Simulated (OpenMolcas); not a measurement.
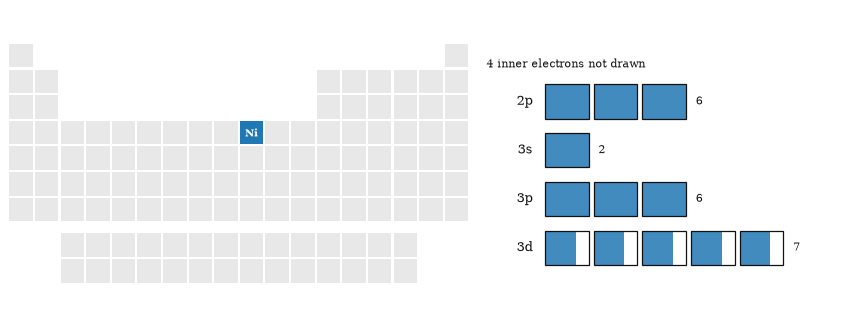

Left, the place of nickel in the periodic table; right, the outer shells of the leading configuration of the lowest level: a box for each of the 2l + 1 orbitals, shaded by the share of the shell that is filled, with the electron count at the right.

# Multiconfigurational calculation: Ni³⁺ complex (part 1 of 2)

System: Ni³⁺ with 6 ligands (Cl; octahedron, 2.289 Å), embedded in Cs2NaYCl6 by model potentials and point charges, whose field is part of the energies.
Method: state-averaged CASSCF, active space 7 electrons in the shell 3d, basis ANO-RCC-VDZP on the metal and ANO-RCC-VDZP on the ligands, DKH2 scalar Hamiltonian, spin-orbit coupling by RASSI with atomic mean-field integrals (OpenMolcas).

## Input
```
&GATEWAY
Basis set
Ni.ANO-RCC-VDZP.
Ni1 0.0 0.0 0.0 Angstrom
End of basis
Basis set
Cl.ANO-RCC-VDZP.
L1 2.289000 0.000000 0.000000 Angstrom
L2 0.000000 2.289000 0.000000 Angstrom
L3 0.000000 0.000000 2.289000 Angstrom
End of basis
Basis set
Na.EMB-AIMP.Al-Abdalla.7s4p.1s1p.ECP.Cs2NaYCl6.
PseudoCharge
* 3 symmetry-unique lattice sites within 7.6 angstrom
End of basis
Basis set
Cs.EMB-AIMP.Al-Abdalla.0s.0s.ECP.Cs2NaYCl6.
PseudoCharge
* 4 symmetry-unique lattice sites within 7.6 angstrom
End of basis
Basis set
Cl.EMB-AIMP.Al-Abdalla.0s.0s.ECP.Cs2NaYCl6.
PseudoCharge
* 12 symmetry-unique lattice sites within 7.6 angstrom
End of basis
Basis set
Y.EMB-AIMP.Al-Abdalla.0s.0s.ECP.Cs2NaYCl6.
PseudoCharge
* 6 symmetry-unique lattice sites within 7.6 angstrom
End of basis
Symmetry
XYZ
AngMom=0.0 0.0 0.0
AMFI
RICD
XField
1564 Angstrom 0
* Evjen-weighted lattice charges
&SEWARD
&RASSCF
FileOrb=start.orb
Symmetry=1
Spin=4
nActEl=7 0 0
Inactive=30 33
Ras2=5 0
CIRoot=10 10 1
SDav=10
CIMx=300
Iter=150 100
PrWF=0.3
OrbListing=Nothing
MaxOrb=0
LevShft=1.0
>>> COPY $Project.JobIph JOB001
&RASSCF
FileOrb=start.orb
Symmetry=1
Spin=2
nActEl=7 0 0
Inactive=30 33
Ras2=5 0
CIRoot=40 40 1
SDav=40
CIMx=300
Iter=150 100
PrWF=0.3
OrbListing=Nothing
MaxOrb=0
LevShft=1.0
>>> COPY $Project.JobIph JOB002
&RASSI
NrOfJobIphs=2 10 40
1 2 3 4 5 6 7 8 9 10
1 2 3 4 5 6 7 8 9 10 11 12 13 14 15 16 17 18 19 20 21 22 23 24 25 26 27
28 29 30 31 32 33 34 35 36 37 38 39 40
IphNames
JOB001
JOB002
EJob
SpinOrbit
DIPRint=1.0
SOCoupling=1000.0
Subsets=2
Property=9
'ANGMOM' 1 'ANGMOM' 2 'ANGMOM' 3 'MLTPL  1' 1 'MLTPL  1' 2 'MLTPL  1' 3
'AMFI' 1 'AMFI' 2 'AMFI' 3
SOProperty=3
'ANGMOM' 1 'ANGMOM' 2 'ANGMOM' 3
```

The file start.orb holds starting orbitals from an earlier step. A driver script formed the levels outside the program, from RASSI's spin-orbit matrix and the active-space energies, averaged over the components of each term or state.

Hardware: 1 thread of Arm Neoverse V1, 24 GiB of memory available, shared host.

Command:
```bash
OMP_NUM_THREADS=1 MOLCAS_MEM=2457 MOLCAS_PROJECT=a pymolcas a.inp > a.log  # once for each step of the input, in one work folder
```

## Log (extracts)
```
--- SEWARD ---
Basis set label: NI.ANO-RCC...5S4P2D1F.

      Electronic valence basis set:
      ------------------
      Associated Effective Charge  28.000000 au
      Associated Actual Charge     28.000000 au
      Nuclear Model: Point charge

      Shell  nPrim  nBasis  Cartesian Spherical Contaminant
         s      21       5        X
         p      15       4        X
         d      10       2                 X
         f       6       1                 X
                  Relativistic Douglas-Kroll-Hess integrals:
                    - DKH order of Hamiltonian: 2
                    - DKH order of Properties : 0
                  Atomic mean-field integrals
--- RASSCF ---
Wave function specifications:
      -----------------------------

      Number of closed shell electrons         126
      Number of electrons in active shells       7
      Max number of holes in RAS1 space          0
      Max nr of electrons in RAS3 space          0
      Number of inactive orbitals               63
      Number of active orbitals                  5
      Number of secondary orbitals              98
      Spin quantum number                      1.5
      State symmetry                             1
Orbital specifications:
      -----------------------

      Symmetry species                           1   2
                                                ag  au
      Frozen orbitals                            0   0
      Inactive orbitals                         30  33
      Active orbitals                            5   0
      RAS1 orbitals                              0   0
      RAS2 orbitals                              5   0
      RAS3 orbitals                              0   0
      Secondary orbitals                        46  52
      Deleted orbitals                           0   0
      Number of basis functions                 81  85
      Number of CSFs                            10
      Number of root(s) required                10
      Iter CI   SX   CI       RASSCF       Energy    max ROT     max BLB   max BLB  Level Ln srch  Step   QN
          iter iter root      energy       change     param      element    value   shift minimum  type update
 Nr of preliminary CI iterations:   1
      Total energies have been shifted. Add                -4000.00 au
        1   1   10    0  -284.66163545    0.00E+00  -8.16E-02   33  39 1  5.48E-01*  1.94   0.00    SX    NO
        2   1   10    0  -285.25207163   -5.90E-01* -7.61E-02   11  34 2  1.90E-01*  1.50   0.00    SX    NO
        3   1   10    0  -285.41414438   -1.62E-01* -6.18E-02   11  34 2  1.11E-01*  1.37   0.00    SX    NO
        4   1   10    0  -285.46730192   -5.32E-02* -4.15E-02   11  34 2  6.10E-02*  1.28   0.00    SX    NO
        5   1   10    0  -285.48605417   -1.88E-02* -4.72E-02   33  36 2  3.45E-02*  1.24   2.42    LS   YES
        6   1   10    0  -285.49577267   -9.72E-03*  2.28E-02   31  37 1 -1.73E-02*  1.18   1.25    QN   YES
        7   1    9    0  -285.49873041   -2.96E-03*  1.76E-02    4  44 2 -1.09E-02*  1.18   1.83    LS   YES
        8   1   10    0  -285.49948879   -7.58E-04* -6.00E-03    6  46 2 -1.12E-02*  1.17   1.08    QN   YES
        9   1    9    0  -285.50014931   -6.61E-04* -6.66E-03    9  34 2  3.60E-03*  1.17   1.58    QN   YES
       10   1    9    0  -285.50040026   -2.51E-04* -5.94E-03    4  44 2  1.96E-03*  1.18   1.30    QN   YES
       11   1    8    0  -285.50046948   -6.92E-05* -3.96E-03    5  45 2  2.11E-03*  1.17   1.53    QN   YES
       12   1    8    0  -285.50049673   -2.73E-05* -1.42E-03    9  34 2 -7.79E-04*  1.17   1.30    QN   YES
       13   1    7    0  -285.50050264   -5.91E-06* -5.88E-04   33  71 2 -3.36E-04*  1.17   1.49    QN   YES
       14   1    7    0  -285.50050466   -2.01E-06* -2.13E-04    6  46 2 -1.87E-04*  1.17   1.36    QN   YES
       15   1    7    0  -285.50050512   -4.68E-07* -9.32E-05   27  36 2  1.00E-04*  1.17   1.37    QN   YES
       16   1    6    0  -285.50050523   -1.09E-07* -5.56E-05   27  36 2  5.49E-05   1.17   1.37    QN   YES
       17   1    5    0  -285.50050526   -2.78E-08* -3.07E-05    4  34 2 -2.26E-05   1.17   1.42    QN   YES
       18   1    5    0  -285.50050527   -8.16E-09  -1.61E-05    6  36 2 -1.08E-05   1.17   1.29    QN   YES
      Convergence after 18 iterations
       19   1    5    0  -285.50050527   -1.66E-09  -1.61E-05   27  36 2 -4.48E-06   1.17   1.29    QN   YES
      Natural orbitals and occupation numbers for root  1
      sym 1:   1.095423   1.904577   1.000000   1.904577   1.095423
      Natural orbitals and occupation numbers for root  2
      sym 1:   1.976055   1.023945   1.000000   1.976055   1.023945
      Natural orbitals and occupation numbers for root  3
      sym 1:   1.976044   1.976044   1.000000   1.023956   1.023956
::    RASSCF root number  1 Total energy:  -4285.55500788
::    RASSCF root number  2 Total energy:  -4285.55500788
::    RASSCF root number  3 Total energy:  -4285.55500788
::    RASSCF root number  4 Total energy:  -4285.51611539
::    RASSCF root number  5 Total energy:  -4285.51611539
::    RASSCF root number  6 Total energy:  -4285.51611539
::    RASSCF root number  7 Total energy:  -4285.46048668
::    RASSCF root number  8 Total energy:  -4285.44373207
::    RASSCF root number  9 Total energy:  -4285.44373207
::    RASSCF root number 10 Total energy:  -4285.44373207
--- RASSCF ---
Wave function specifications:
      -----------------------------

      Number of closed shell electrons         126
      Number of electrons in active shells       7
      Max number of holes in RAS1 space          0
      Max nr of electrons in RAS3 space          0
      Number of inactive orbitals               63
      Number of active orbitals                  5
      Number of secondary orbitals              98
      Spin quantum number                      0.5
      State symmetry                             1
Orbital specifications:
      -----------------------

      Symmetry species                           1   2
                                                ag  au
      Frozen orbitals                            0   0
      Inactive orbitals                         30  33
      Active orbitals                            5   0
      RAS1 orbitals                              0   0
      RAS2 orbitals                              5   0
      RAS3 orbitals                              0   0
      Secondary orbitals                        46  52
      Deleted orbitals                           0   0
      Number of basis functions                 81  85
      Number of CSFs                            40
      Number of root(s) required                40
      Iter CI   SX   CI       RASSCF       Energy    max ROT     max BLB   max BLB  Level Ln srch  Step   QN
          iter iter root      energy       change     param      element    value   shift minimum  type update
 Nr of preliminary CI iterations:   1
      Total energies have been shifted. Add                -4000.00 au
        1   1    8    0  -285.38336221    0.00E+00  -1.31E-02   31  37 1 -2.00E-02*  1.20   0.00    SX    NO
        2   1    8    0  -285.38510616   -1.74E-03* -1.06E-02   31  37 1 -9.50E-03*  1.19   0.00    SX    NO
        3   1    9    0  -285.38608195   -9.76E-04* -7.91E-03   31  37 1 -8.08E-03*  1.19   0.00    SX    NO
        4   1    8    0  -285.38667003   -5.88E-04* -6.34E-03   31  37 1 -5.08E-03*  1.18   0.00    SX    NO
        5   1    8    0  -285.38703476   -3.65E-04* -9.08E-03   31  37 1 -4.14E-03*  1.18   2.50    LS   YES
        6   1    8    0  -285.38740861   -3.74E-04* -1.28E-02   31  37 1 -2.94E-03*  1.17   2.50    LS   YES
        7   1    8    0  -285.38763692   -2.28E-04* -2.24E-03   19  46 2  3.51E-03*  1.16   1.15    QN   YES
        8   1    8    0  -285.38766369   -2.68E-05*  8.05E-04   31  37 1  1.98E-03*  1.16   1.00    QN   YES
        9   1    7    0  -285.38767314   -9.45E-06*  6.05E-04   22  36 1 -9.06E-04*  1.16   1.75    LS   YES
       10   1    7    0  -285.38767528   -2.14E-06*  7.77E-04   19  46 2  5.31E-04*  1.16   1.00    QN   YES
       11   1    7    0  -285.38767713   -1.85E-06* -2.64E-04   22  50 1 -1.77E-04*  1.16   1.35    QN   YES
       12   1    6    0  -285.38767748   -3.53E-07*  1.11E-04   19  36 1 -8.32E-05   1.16   1.40    QN   YES
       13   1    6    0  -285.38767759   -1.04E-07* -1.18E-04   24  39 1 -5.83E-05   1.16   1.46    QN   YES
       14   1    5    0  -285.38767762   -3.08E-08*  6.08E-05   22  36 1  2.70E-05   1.16   1.36    QN   YES
       15   1    5    0  -285.38767763   -8.37E-09   3.28E-05   22  36 1  1.85E-05   1.16   1.43    QN   YES
      Convergence after 15 iterations
       16   1    5    0  -285.38767763   -3.27E-09   3.28E-05   24  39 1  8.76E-06   1.16   1.43    QN   YES
      Natural orbitals and occupation numbers for root  1
      sym 1:   0.087778   1.985198   1.963668   1.957473   1.005884
      Natural orbitals and occupation numbers for root  2
      sym 1:   1.973891   1.952361   1.005884   1.980086   0.087778
      Natural orbitals and occupation numbers for root  3
      sym 1:   1.899761   1.922646   0.380361   1.094192   1.703040
::    RASSCF root number  1 Total energy:  -4285.49847095
::    RASSCF root number  2 Total energy:  -4285.49847095
::    RASSCF root number  3 Total energy:  -4285.47743444
::    RASSCF root number  4 Total energy:  -4285.47743444
::    RASSCF root number  5 Total energy:  -4285.47743444
::    RASSCF root number  6 Total energy:  -4285.47149426
::    RASSCF root number  7 Total energy:  -4285.47149426
::    RASSCF root number  8 Total energy:  -4285.47149426
::    RASSCF root number  9 Total energy:  -4285.45251426
::    RASSCF root number 10 Total energy:  -4285.45251426
::    RASSCF root number 11 Total energy:  -4285.45251426
::    RASSCF root number 12 Total energy:  -4285.43374835
::    RASSCF root number 13 Total energy:  -4285.43374835
::    RASSCF root number 14 Total energy:  -4285.43374835
::    RASSCF root number 15 Total energy:  -4285.42961270
::    RASSCF root number 16 Total energy:  -4285.41335400
::    RASSCF root number 17 Total energy:  -4285.41335400
::    RASSCF root number 18 Total energy:  -4285.41335400
::    RASSCF root number 19 Total energy:  -4285.40057781
::    RASSCF root number 20 Total energy:  -4285.40057781
::    RASSCF root number 21 Total energy:  -4285.38420981
::    RASSCF root number 22 Total energy:  -4285.38420981
::    RASSCF root number 23 Total energy:  -4285.38420981
::    RASSCF root number 24 Total energy:  -4285.38046209
::    RASSCF root number 25 Total energy:  -4285.38046209
::    RASSCF root number 26 Total energy:  -4285.38046209
::    RASSCF root number 27 Total energy:  -4285.36001329
::    RASSCF root number 28 Total energy:  -4285.36001329
::    RASSCF root number 29 Total energy:  -4285.35880713
::    RASSCF root number 30 Total energy:  -4285.35880713
```

(Continued in part 2.) Outcome of the run: converged.
